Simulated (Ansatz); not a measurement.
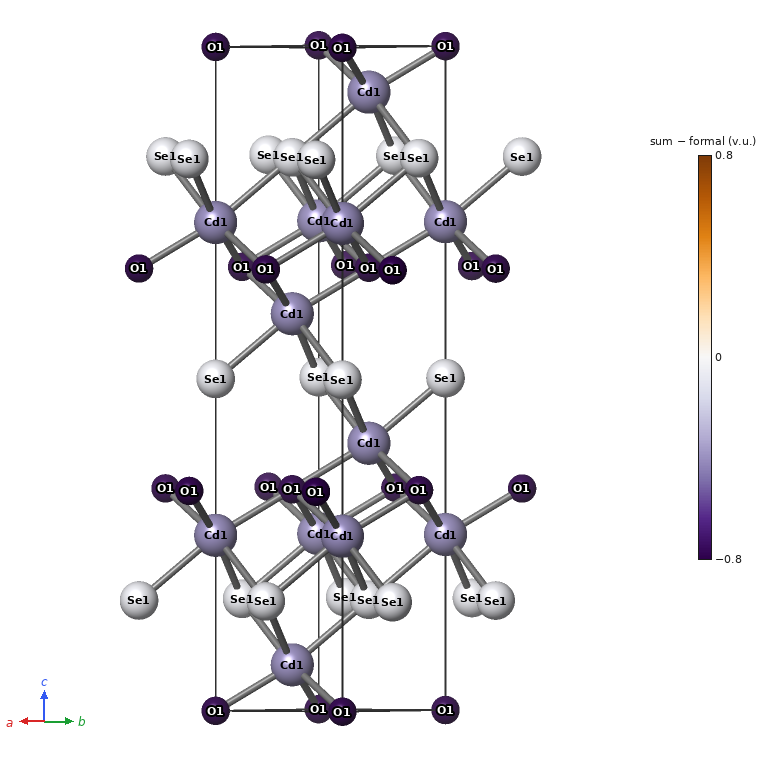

Atoms of Cd2SeO (R-3m) coloured by their computed bond-valence sum less the size of their formal valence (view from a free direction).

Bond valence s = exp((R0 − d)/b), R0 fitted to published crystal structures with b = 0.37 Å, summed over all anions within 5 Å; R0 in Å: Cd2+–O 1.893; Cd2+–Se 2.372.

The cell is taken from the end point of a relaxation with DFT, PBE, plane waves, PAW in Ansatz 0.2.0; the starting structure was generated, so it need not be a known form of this composition.

```xyz
12
Lattice="3.7155 0.0000 0.0000 -1.8578 3.2177 0.0000 0.0000 0.0000 18.3018" Properties=species:S:1:pos:R:3 pbc="T T T"
O     0.0000    0.0000    0.0000
Se    1.8578    1.0726   15.2515
Cd    0.0000    2.1452   17.0404
Cd    0.0000    0.0000   13.4626
O     1.8578    1.0726    6.1006
Se    0.0000    2.1452    3.0503
Cd    0.0000    0.0000    4.8392
Cd    1.8578    1.0726    1.2614
O     0.0000    2.1452   12.2012
Se    0.0000    0.0000    9.1509
Cd    1.8578    1.0726   10.9398
Cd    0.0000    2.1452    7.3620
```

Site labels: O1 at 0.000, 0.000, 0.000; Se1 at 0.667, 0.333, 0.833; Cd1 at 0.333, 0.667, 0.931.

### Which site departs most from its formal valence?

O1, whose sum is 1.21 against 2: by this sum it is underbonded.

### Give the sums of all sites.

| site | x, y, z | formal valence | bond-valence sum | difference |
| --- | --- | --- | --- | --- |
| O1 | 0.000, 0.000, 0.000 | −2 | 1.21 | -0.79 |
| Se1 | 0.667, 0.333, 0.833 | −2 | 1.95 | -0.05 |
| Cd1 | 0.333, 0.667, 0.931 | +2 | 1.58 | -0.42 |

### Is the structure strained by this measure?

The global instability index (root mean square of the differences over all atoms) is 0.50 v.u.: above 0.2, which by the usual rule of thumb marks a strained structure. Cells relaxed with PBE tend to have slightly long bonds, which lowers the sums.
